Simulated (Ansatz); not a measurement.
## A computed series for GeP3: pressure series

Base system: GeP₃ (space group R-3m, No. 166; a = 7.046 Å, c = 9.479 Å (hexagonal axes)).

Cell and atoms are relaxed at each pressure.

The values are results of Kohn–Sham DFT with the PBEsol functional, run in Ansatz (an electronic-structure program) with PAW and 420 eV plane waves, spin-orbit coupling left out, not measurements.

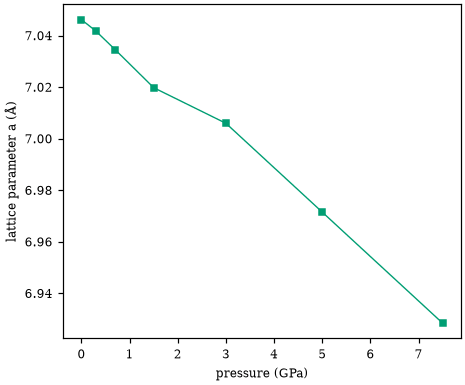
Lattice parameter a against pressure

Task: From the plot, what is the lattice parameter a for pressure 7.5 GPa?

Result: About 6.928 Å.

Task: Is the trend monotonic over the range shown?

Result: Yes, it falls throughout, spanning 6.928 Å to 7.046 Å.

Load acts through the strain it causes; cell and atoms are relaxed under it. Stability against distortions was not tested. No other phases were tried under pressure. The final runs are not spin-polarised.
